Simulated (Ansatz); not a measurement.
# Geometry relaxation of C₄H₅AlO (part 1 of 2)

The run: geometry relaxation of C₄H₅AlO. Method and program: RKS PBE-D4/STO-3G (Ansatz 0.2.0).

It belongs to a series of runs on one base structure; here: end point B relaxed. Figures and captions count atoms from 1; the log counts them from 0 in places.

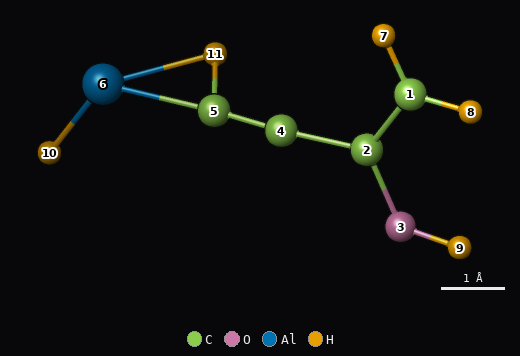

*The input geometry (ball-and-stick view, seen at a tilt; atoms are numbered from 1 in the order of the input). Sticks mark near contacts.*

Bond lengths as drawn: Al–C 1.93 Å, Al–H 1.58 to 1.86 Å, C–C 1.21 to 1.46 Å, C–H 1.05 to 1.09 Å, C–O 1.39 Å and H–O 1.06 Å.

Input
```yaml
crystal:
  periodic: [false, false, false]
  atoms:
    - { symbol: C, position_ang: [-0.1178, -1.6554, 1.5254] }
    - { symbol: C, position_ang: [-0.216, -0.3031, 1.2757] }
    - { symbol: O, position_ang: [-0.4776, 0.6062, 2.2968] }
    - { symbol: C, position_ang: [0.0529, 0.2101, -0.0618] }
    - { symbol: C, position_ang: [0.1409, 0.6115, -1.1946] }
    - { symbol: Al, position_ang: [0.3965, 1.308, -2.9791] }
    - { symbol: H, position_ang: [0.0411, -2.3144, 0.7157] }
    - { symbol: H, position_ang: [-0.2706, -1.9765, 2.5091] }
    - { symbol: H, position_ang: [-0.5812, 0.3164, 3.3093] }
    - { symbol: H, position_ang: [0.4728, 2.8676, -3.2135] }
    - { symbol: H, position_ang: [-0.59662, 0.1861, -1.87518] }
basis:
  gaussian: { orbitals: STO-3G }
hamiltonian:
  xc: pbe
  dispersion: d4
relax:
  f_tol: 0.02
  max_steps: 50
```

Hardware: 1 thread of Arm Neoverse V1, 24 GiB of memory available, shared host.

Launched with:
```bash
ansatz run input.yaml --threads 1 --pin off --max-ram 2048MiB --backend cpu --events-out ev --progress --plain --runs-dir out
```

The program's output
```
The last accepted step is kept in [file] (removed where the run ends without a failure and the disk answers)
Engine: ansatz 0.2.0, aarch64-unknown-linux-gnu
Functional definition: PBE
  parameter kappa = 0.804
  parameter beta = 0.06672455060314922
  exchange = pbe_x(kappa = kappa, mu = beta*pi^2/3)
  correlation = pbe_c(beta = beta)
569 factors; integrals over basis functions are off by at most 1.1e-5 eV
mean field evaluation 1: about -12682.3818 eV, gradient 4.2e1 eV
mean field evaluation 2: about -12583.8859 eV, gradient 1.2e2 eV
mean field evaluation 4: about -12688.2855 eV, gradient 2.5e1 eV
mean field evaluation 8: about -12687.5873 eV, gradient 2.4e1 eV
mean field evaluation 16: about -12693.0185 eV, gradient 4.4e-2 eV
mean field -12693.07330740 eV, -466.4618403729 hartree, gradient 2.0e-5 eV, S^2 0.000000; 2 other end points of the search recorded, 0 dependent functions left out
the calculation of the forces begins
reference -12693.07333380 eV, -466.4618413430 hartree; 25, 25 occupied and 14, 14 virtual orbitals, 569 factors
relax step   1: F+E_penalty+E_count = -12693.29744906 eV  Δ(F+E_penalty+E_count) = +0.000e0 eV  max|allowed force component| = 1.034e1 eV/Å  Δτ_max = 0.0000 Å  (98 SCF iters, accepted)
these checks for a lower state are left out or cut short: starts, cluster_reference, orbital_swaps, neighbouring_geometries, increment
569 factors; integrals over basis functions are off by at most 3.1e-5 eV
mean field evaluation 32: about -12694.6863 eV, gradient 3.6e-1 eV
mean field -12694.68771222 eV, -466.5211686558 hartree, gradient 1.6e-5 eV, S^2 0.000000; 1 other end points of the search recorded, 0 dependent functions left out
[... from here on the field's lines of each further geometry are left out, up to the last ...]
relax step   2: F+E_penalty+E_count = -12694.90909016 eV  Δ(F+E_penalty+E_count) = -1.612e0 eV  max|allowed force component| = 1.923e0 eV/Å  Δτ_max = 0.1949 Å  (69 SCF iters, accepted)
relax step   3: F+E_penalty+E_count = -12695.25212762 eV  Δ(F+E_penalty+E_count) = -3.430e-1 eV  max|allowed force component| = 2.453e0 eV/Å  Δτ_max = 0.1412 Å  (56 SCF iters, accepted)
relax step   4: F+E_penalty+E_count = -12695.86485688 eV  Δ(F+E_penalty+E_count) = -6.127e-1 eV  max|allowed force component| = 2.653e0 eV/Å  Δτ_max = 0.1952 Å  (38 SCF iters, accepted)
relax step   5: F+E_penalty+E_count = -12696.89300307 eV  Δ(F+E_penalty+E_count) = -1.028e0 eV  max|allowed force component| = 2.781e0 eV/Å  Δτ_max = 0.1947 Å  (37 SCF iters, accepted)
relax step   6: F+E_penalty+E_count = -12697.85331723 eV  Δ(F+E_penalty+E_count) = -9.603e-1 eV  max|allowed force component| = 3.644e0 eV/Å  Δτ_max = 0.1946 Å  (35 SCF iters, accepted)
relax step   7: F+E_penalty+E_count = -12698.69370663 eV  Δ(F+E_penalty+E_count) = -8.404e-1 eV  max|allowed force component| = 2.939e0 eV/Å  Δτ_max = 0.1943 Å  (29 SCF iters, accepted)
relax step   8: F+E_penalty+E_count = -12699.26027797 eV  Δ(F+E_penalty+E_count) = -5.666e-1 eV  max|allowed force component| = 1.727e0 eV/Å  Δτ_max = 0.1949 Å  (28 SCF iters, accepted)
relax step   9: F+E_penalty+E_count = -12699.50494228 eV  Δ(F+E_penalty+E_count) = -2.447e-1 eV  max|allowed force component| = 4.889e-1 eV/Å  Δτ_max = 0.1997 Å  (28 SCF iters, accepted)
relax step  10: F+E_penalty+E_count = -12699.61722015 eV  Δ(F+E_penalty+E_count) = -1.123e-1 eV  max|allowed force component| = 3.026e-1 eV/Å  Δτ_max = 0.2000 Å  (28 SCF iters, accepted)
relax step  11: F+E_penalty+E_count = -12699.69151114 eV  Δ(F+E_penalty+E_count) = -7.429e-2 eV  max|allowed force component| = 4.411e-1 eV/Å  Δτ_max = 0.2000 Å  (27 SCF iters, accepted)
relax step  12: F+E_penalty+E_count = -12699.73959198 eV  Δ(F+E_penalty+E_count) = -4.808e-2 eV  max|allowed force component| = 7.237e-1 eV/Å  Δτ_max = 0.2000 Å  (27 SCF iters, accepted)
relax step  13: F+E_penalty+E_count = -12699.77517865 eV  Δ(F+E_penalty+E_count) = -3.559e-2 eV  max|allowed force component| = 1.922e-1 eV/Å  Δτ_max = 0.2000 Å  (27 SCF iters, accepted)
relax step  14: F+E_penalty+E_count = -12699.77834694 eV  Δ(F+E_penalty+E_count) = -3.168e-3 eV  max|allowed force component| = 2.908e-1 eV/Å  Δτ_max = 0.2000 Å  (27 SCF iters, accepted)
relax step  15: F+E_penalty+E_count = -12699.67888854 eV  Δ(F+E_penalty+E_count) = +9.946e-2 eV  max|allowed force component| = 2.655e0 eV/Å  Δτ_max = 0.0636 Å  (28 SCF iters, rejected (line search))
relax step  16: F+E_penalty+E_count = -12699.78549459 eV  Δ(F+E_penalty+E_count) = -7.148e-3 eV  max|allowed force component| = 1.564e-1 eV/Å  Δτ_max = 0.0310 Å  (29 SCF iters, accepted)
relax step  17: F+E_penalty+E_count = -12699.79067961 eV  Δ(F+E_penalty+E_count) = -5.185e-3 eV  max|allowed force component| = 1.569e-2 eV/Å  Δτ_max = 0.0694 Å  (28 SCF iters, accepted)
relax step  18: F+E_penalty+E_count = -12699.79136166 eV  Δ(F+E_penalty+E_count) = -6.820e-4 eV  max|allowed force component| = 8.210e-2 eV/Å  Δτ_max = 0.0791 Å  (28 SCF iters, accepted)
relax step  19: F+E_penalty+E_count = -12699.79188533 eV  Δ(F+E_penalty+E_count) = -5.237e-4 eV  max|allowed force component| = 7.906e-2 eV/Å  Δτ_max = 0.0365 Å  (29 SCF iters, accepted)
relax step  20: F+E_penalty+E_count = -12699.79129668 eV  Δ(F+E_penalty+E_count) = +5.887e-4 eV  max|allowed force component| = 1.519e-1 eV/Å  Δτ_max = 0.1199 Å  (28 SCF iters, rejected (line search))
relax step  21: F+E_penalty+E_count = -12699.79332455 eV  Δ(F+E_penalty+E_count) = -1.439e-3 eV  max|allowed force component| = 3.882e-2 eV/Å  Δτ_max = 0.0585 Å  (28 SCF iters, accepted)
relax step  22: F+E_penalty+E_count = -12699.79433602 eV  Δ(F+E_penalty+E_count) = -1.011e-3 eV  max|allowed force component| = 6.734e-2 eV/Å  Δτ_max = 0.0978 Å  (28 SCF iters, accepted)
relax step  23: F+E_penalty+E_count = -12699.79476370 eV  Δ(F+E_penalty+E_count) = -4.277e-4 eV  max|allowed force component| = 6.179e-2 eV/Å  Δτ_max = 0.0288 Å  (29 SCF iters, accepted)
relax step  24: F+E_penalty+E_count = -12699.79586179 eV  Δ(F+E_penalty+E_count) = -1.098e-3 eV  max|allowed force component| = 3.956e-2 eV/Å  Δτ_max = 0.0731 Å  (28 SCF iters, accepted)
relax step  25: F+E_penalty+E_count = -12699.79629167 eV  Δ(F+E_penalty+E_count) = -4.299e-4 eV  max|allowed force component| = 7.702e-2 eV/Å  Δτ_max = 0.0975 Å  (28 SCF iters, accepted)
relax step  26: F+E_penalty+E_count = -12699.79434514 eV  Δ(F+E_penalty+E_count) = +1.947e-3 eV  max|allowed force component| = 1.494e-1 eV/Å  Δτ_max = 0.0828 Å  (28 SCF iters, rejected (line search))
relax step  27: F+E_penalty+E_count = -12699.79600776 eV  Δ(F+E_penalty+E_count) = +2.839e-4 eV  max|allowed force component| = 1.717e-1 eV/Å  Δτ_max = 0.0414 Å  (29 SCF iters, rejected (line search))
relax step  28: F+E_penalty+E_count = -12699.79711787 eV  Δ(F+E_penalty+E_count) = -8.262e-4 eV  max|allowed force component| = 4.220e-2 eV/Å  Δτ_max = 0.0207 Å  (29 SCF iters, accepted)
relax step  29: F+E_penalty+E_count = -12699.79607122 eV  Δ(F+E_penalty+E_count) = +1.047e-3 eV  max|allowed force component| = 2.830e-1 eV/Å  Δτ_max = 0.0095 Å  (30 SCF iters, rejected (line search))
relax step  30: F+E_penalty+E_count = -12699.79721472 eV  Δ(F+E_penalty+E_count) = -9.685e-5 eV  max|allowed force component| = 1.518e-2 eV/Å  Δτ_max = 0.0046 Å  (22 SCF iters, accepted)
relax step  31: F+E_penalty+E_count = -12699.79742587 eV  Δ(F+E_penalty+E_count) = -2.111e-4 eV  max|allowed force component| = 1.551e-2 eV/Å  Δτ_max = 0.0296 Å  (29 SCF iters, accepted)
relax step  32: F+E_penalty+E_count = -12699.79757418 eV  Δ(F+E_penalty+E_count) = -1.483e-4 eV  max|allowed force component| = 4.187e-2 eV/Å  Δτ_max = 0.0732 Å  (28 SCF iters, accepted)
relax step  33: F+E_penalty+E_count = -12699.79775522 eV  Δ(F+E_penalty+E_count) = -1.810e-4 eV  max|allowed force component| = 4.106e-2 eV/Å  Δτ_max = 0.0163 Å  (22 SCF iters, accepted)
the calculation of the forces begins
reference -12699.58040192 eV, -466.7009716857 hartree; 25, 25 occupied and 14, 14 virtual orbitals, 569 factors
relax step  34: F+E_penalty+E_count = -12699.79796380 eV  Δ(F+E_penalty+E_count) = -2.086e-4 eV  max|allowed force component| = 5.063e-3 eV/Å  Δτ_max = 0.0156 Å  (22 SCF iters, accepted)
569 factors; integrals over basis functions are off by at most 1.7e-5 eV
mean field evaluation 288: about -12699.5804 eV, gradient 4.4e-5 eV
```

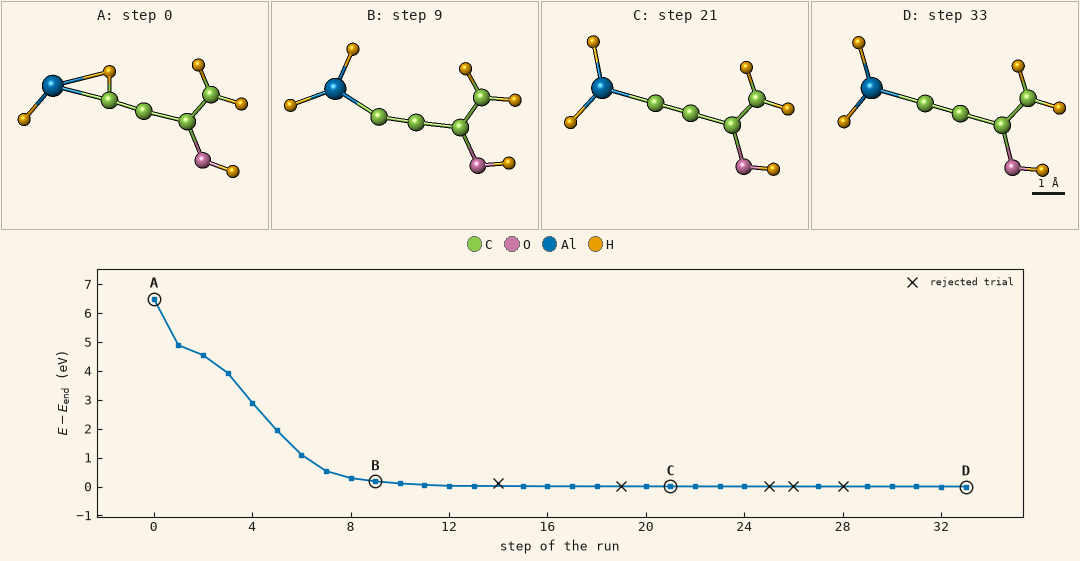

*Frames of the relaxation (ball-and-stick view, seen at a tilt) above the curves, on which the letters mark them (the first geometry is step 0 here and step 1 in the log).*

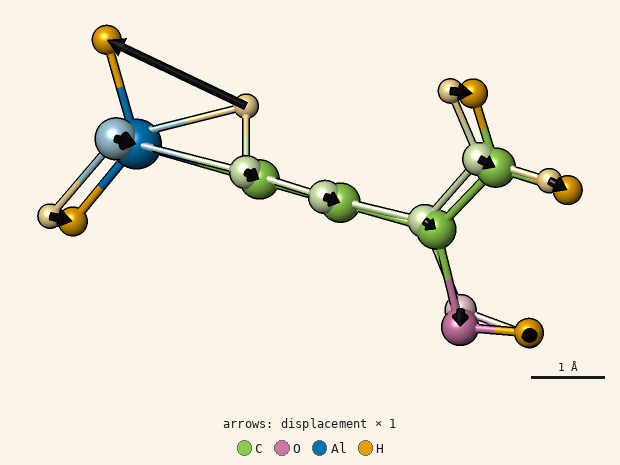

*Start (faint) and end (solid) with the displacements as black arrows, at true length (ball-and-stick view, seen at a tilt). The two geometries are laid on each other by the best rigid fit.*

Over 33 geometry steps the energy falls by 6.501 eV. Largest force component: 10 eV/Å at the start, 0.0051 eV/Å at the end. The line search rejected the trial steps at points 14, 19, 25, 26, 28 (counted from 0) and went back. The largest move after the best rigid fit is that of H11, 2.14 Å. By element the largest moves are H 2.14 Å, Al 0.35 Å, O 0.28 Å, C 0.26 Å. Distances before and after: C5–H11 1.090 → 2.907 Å, Al6–H11 1.861 → 1.509 Å, Al6–H10 1.579 → 1.509 Å, C5–Al6 1.933 → 1.874 Å. Bonds break: C5–H11 (1.09 → 2.91 Å). Among the angles that change: C5–Al6–H11 33.3° → 118.1°, C2–O3–H9 122.8° → 101.5°, H10–Al6–H11 135.2° → 123.8°. (Atoms are counted from 1 in the order of the input.)

```
mean field -12699.58037594 eV, -466.7009707310 hartree, gradient 1.9e-5 eV, S^2 0.000000; 1 other end points of the search recorded, 0 dependent functions left out
the calculation of the forces begins
reference -12699.58040192 eV, -466.7009716857 hartree; 25, 25 occupied and 14, 14 virtual orbitals, 569 factors
Total energy: -12699.79798978 eV, -466.7089678921 hartree
Atom 0 at    -0.179118    -1.657446     1.762806 Å, force    -0.000791    -0.003903     0.001328 eV/Å
Atom 1 at    -0.136111    -0.317006     1.484550 Å, force    -0.001364     0.001550    -0.002895 eV/Å
Atom 2 at    -0.121324     0.713325     2.473711 Å, force     0.000578    -0.000038    -0.002488 eV/Å
Atom 3 at    -0.098176     0.216409     0.129641 Å, force     0.001703     0.005063    -0.003442 eV/Å
Atom 4 at    -0.065428     0.659363    -1.019393 Å, force    -0.000198    -0.002771     0.005046 eV/Å
Atom 5 at    -0.015868     1.334057    -2.766668 Å, force    -0.000080     0.000091    -0.000598 eV/Å
Atom 6 at    -0.189049    -2.398869     0.954050 Å, force    -0.001100    -0.001489    -0.001429 eV/Å
Atom 7 at    -0.203243    -2.030272     2.797980 Å, force     0.000503    -0.000638     0.003606 eV/Å
Atom 8 at    -0.153422     0.158079     3.350811 Å, force     0.000650     0.000555     0.001138 eV/Å
Atom 9 at     0.191989     2.817324    -2.951320 Å, force    -0.001250     0.002050    -0.000781 eV/Å
Atom 10 at    -0.185868     0.361536    -3.908347 Å, force     0.001351    -0.000471     0.000514 eV/Å
Dipole moment:    -0.001686    -0.053185     0.016880 e Å
```

Trajectory as extended XYZ (Å, eV, eV/Å), 34 frames, from step=1 to step=34
```
11
Properties=species:S:1:pos:R:3:forces:R:3 step=1 energy=-12693.29745
C    -0.1178   -1.6554    1.5254    0.0433   1.4194  -0.8587
C    -0.2160   -0.3031    1.2757    0.5201  -1.4364  -0.5728
O    -0.4776    0.6062    2.2968   -0.5839   3.8765   0.4504
C     0.0529    0.2101   -0.0618   -1.2519  -2.7164  10.3394
C     0.1409    0.6115   -1.1946    4.3725   6.1649  -6.0083
Al    0.3965    1.3080   -2.9791   -0.7543  -0.4287  -0.1183
H     0.0411   -2.3144    0.7157    0.2520  -1.4081  -1.0852
H    -0.2706   -1.9765    2.5091   -0.1228  -1.2362   2.1219
H    -0.5812    0.3164    3.3093    0.3381  -1.6561  -1.7825
H     0.4728    2.8676   -3.2135    0.2954  -0.6997   0.7444
H    -0.5966    0.1861   -1.8752   -3.1084  -1.8792  -3.2304
11
Properties=species:S:1:pos:R:3:forces:R:3 step=2 energy=-12694.90909
C    -0.1151   -1.6418    1.5391    0.0034   1.0826   0.0380
C    -0.1851   -0.2702    1.2996    0.0789  -1.4172  -0.6415
O    -0.4912    0.7026    2.2694   -0.3136   0.9279   1.3751
C     0.0505    0.2920    0.0025   -0.1820   0.3234  -0.4567
C     0.1232    0.7241   -1.2144    1.7214   1.2721   1.9229
Al    0.2994    1.2491   -3.0513   -0.4358   0.0937   0.1799
H     0.0364   -2.3315    0.7101    0.1042  -0.3147  -0.1007
H    -0.2257   -2.0071    2.5602    0.0210  -0.4309   0.2960
H    -0.5930    0.2039    3.1998    0.1357  -0.0875  -1.1678
H     0.5604    2.7955   -3.0550    0.0808  -0.6056   0.0864
H    -0.6155    0.1397   -1.9522   -1.2140  -0.8438  -1.5316
11
Properties=species:S:1:pos:R:3:forces:R:3 step=3 energy=-12695.25213
C    -0.1040   -1.6192    1.5391   -0.1442   0.5716   0.0642
C    -0.2486   -0.2570    1.2895    0.5671  -0.5947  -0.1090
O    -0.5036    0.7264    2.2943   -0.2642  -0.4214   0.7764
C     0.0194    0.3504    0.0221   -0.1855   0.4405  -1.6099
C     0.1252    0.7995   -1.1857    1.1477   0.3277   2.4532
Al    0.2354    1.2150   -3.0543   -0.5278  -0.1189   0.5574
H     0.0882   -2.3187    0.7140   -0.0014   0.0162   0.0801
H    -0.1783   -2.0219    2.5644    0.0117  -0.0183  -0.1448
H    -0.5887    0.1179    3.1484   -0.0370   0.3944  -0.3815
H     0.6615    2.6987   -3.0368    0.0704  -0.2440  -0.2235
H    -0.6621    0.1654   -1.9871   -0.6369  -0.3531  -1.4625
11
Properties=species:S:1:pos:R:3:forces:R:3 step=4 energy=-12695.86486
C    -0.0756   -1.5949    1.5430   -0.0282  -0.0909  -0.0428
C    -0.2106   -0.2380    1.3075    0.1007   0.4532   0.6848
O    -0.5517    0.7206    2.3571    0.1827  -1.5116  -0.1765
C     0.0482    0.4286    0.0626   -0.0118   0.3343  -1.9309
C     0.1836    0.9063   -1.1096    1.2204   0.2013   2.6534
Al    0.0853    1.1796   -3.0199    0.3649   0.9094   1.2672
H     0.1397   -2.2995    0.7182    0.0073   0.3010   0.1691
H    -0.1683   -2.0548    2.5532   -0.0549   0.3915  -0.3807
H    -0.6527    0.0125    3.1233   -0.1370   0.6473   0.1759
H     0.7735    2.5633   -3.1218   -0.2330  -0.5107  -0.6616
H    -0.7271    0.2328   -2.1056   -1.4112  -1.1246  -1.7580
11
Properties=species:S:1:pos:R:3:forces:R:3 step=5 energy=-12696.89300
C    -0.0646   -1.5829    1.5420    0.0358  -0.2983  -0.2962
C    -0.2017   -0.2338    1.3206    0.0464   0.8384   1.1661
O    -0.5693    0.6875    2.4041    0.3172  -0.9357  -0.9430
C     0.0799    0.4658    0.0907   -0.1560  -0.3490  -0.0548
C     0.2674    0.9684   -1.0272    1.1691   0.7931   0.1673
Al    0.0355    1.2051   -2.9458    0.9601   0.9595   2.7815
H     0.1759   -2.2776    0.7219    0.0465   0.2172   0.0194
H    -0.1702   -2.0587    2.5340   -0.1338   0.3192  -0.0818
H    -0.6883   -0.0251    3.1446   -0.1479   0.1223   0.4748
H     0.8194    2.4855   -3.2129   -0.3053  -0.3170  -1.0075
H    -0.8396    0.2222   -2.2641   -1.8321  -1.3498  -2.2258
11
Properties=species:S:1:pos:R:3:forces:R:3 step=6 energy=-12697.85332
C    -0.0562   -1.5750    1.5414    0.1170  -0.5229  -0.3945
C    -0.1866   -0.2292    1.3370   -0.0721   1.1064   1.4426
O    -0.5839    0.6622    2.4411    0.4527  -0.4623  -1.4622
C     0.1149    0.4961    0.1204   -0.4065  -1.0719   1.6448
C     0.3431    1.0209   -0.9566    0.8511   1.2037  -2.1585
Al    0.0245    1.2309   -2.8737    0.7354   0.3170   3.6443
H     0.2043   -2.2598    0.7215    0.0735   0.1783  -0.0486
H    -0.1792   -2.0657    2.5209   -0.1790   0.2918   0.0236
H    -0.7172   -0.0530    3.1637   -0.1701  -0.2757   0.6700
H     0.8438    2.4326   -3.2956   -0.3522  -0.2516  -1.0615
H    -0.9632    0.1965   -2.4123   -1.0498  -0.5129  -2.3000
11
Properties=species:S:1:pos:R:3:forces:R:3 step=7 energy=-12698.69371
C    -0.0557   -1.5793    1.5472    0.1718  -0.4767  -0.4315
C    -0.1700   -0.2313    1.3662   -0.1412   0.9104   1.2722
O    -0.5835    0.6456    2.4578    0.4171  -0.0711  -1.2449
C     0.1395    0.5014    0.1568   -0.4172  -1.1637   1.8854
C     0.3981    1.0461   -0.8980    0.5420   1.1636  -2.5962
Al    0.0400    1.2611   -2.7823    0.0774  -0.3407   2.9385
H     0.2139   -2.2510    0.7214    0.0877   0.1270  -0.0574
H    -0.1934   -2.0695    2.5197   -0.2004   0.1398   0.1482
H    -0.7290   -0.0557    3.1883   -0.1641  -0.4021   0.6572
H     0.8234    2.4078   -3.3785   -0.3339  -0.2548  -0.7714
H    -1.0387    0.1814   -2.5906   -0.0394   0.3684  -1.8003
11
Properties=species:S:1:pos:R:3:forces:R:3 step=8 energy=-12699.26028
C    -0.0549   -1.5860    1.5549    0.1781  -0.3933  -0.2603
C    -0.1505   -0.2333    1.4013   -0.1830   0.5774   0.9035
O    -0.5769    0.6375    2.4710    0.2790  -0.0155  -0.6102
C     0.1567    0.5013    0.1955   -0.1682  -0.7998   1.2081
C     0.4356    1.0642   -0.8505    0.1460   0.6958  -1.7269
Al    0.0300    1.2741   -2.6888    0.3946   0.1535   1.2189
H     0.2246   -2.2428    0.7212    0.0846   0.0896  -0.0404
H    -0.2143   -2.0785    2.5237   -0.1735   0.0648   0.0899
H    -0.7372   -0.0569    3.2129   -0.1218  -0.2134   0.4381
H     0.7839    2.3655   -3.4506   -0.4624  -0.4659  -0.2135
H    -1.0526    0.2112   -2.7828    0.0266   0.3068  -1.0073
11
Properties=species:S:1:pos:R:3:forces:R:3 step=9 energy=-12699.50494
C    -0.0445   -1.6039    1.5827    0.1210  -0.4375  -0.0195
C    -0.1291   -0.2455    1.4487   -0.0707   0.2827   0.2720
O    -0.5430    0.6500    2.4863    0.0588   0.0621  -0.1683
C     0.1642    0.4690    0.2155    0.1380  -0.2758   0.3886
C     0.4239    1.0305   -0.8485   -0.1519   0.0451  -0.4545
Al    0.0323    1.2898   -2.6665   -0.0238  -0.0429   0.3474
H     0.2747   -2.2433    0.7435   -0.0480   0.1954   0.0823
H    -0.2594   -2.1261    2.5331   -0.0314   0.2340  -0.1149
H    -0.7530   -0.0041    3.2585   -0.0124  -0.1703   0.1653
H     0.7519    2.3646   -3.4746   -0.2847  -0.3305  -0.0095
H    -1.0737    0.2755   -2.9707    0.3049   0.4378  -0.4889
```
